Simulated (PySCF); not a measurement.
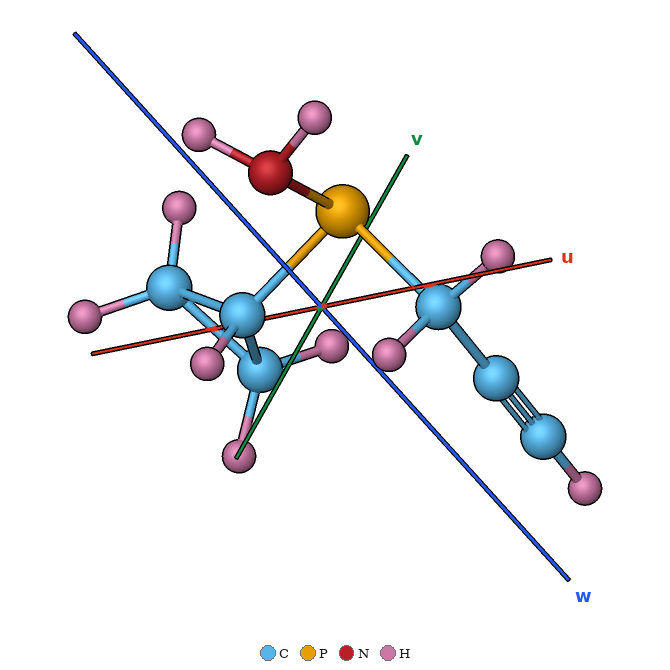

The lines u, v and w are the principal axes of the static dipole polarisability. The geometry was computed by an optimisation with GFN2-xTB. No frequency run is at hand to confirm it as a minimum. Computed with PBE0/def2-SVPD (PySCF 2.14.0).

> Along which axis is the molecule most polarisable, and along which least?

Most along w, least along v.

> Give the three principal values.

u 104.1, v 79.3, w 120.0 bohr³; mean 101.1, anisotropy 35.5 bohr³.

The geometry is semi-empirical. Around P such bond lengths and angles can be off by a tenth of an ångström or more and by several degrees, and values that hang on the shape move with them.
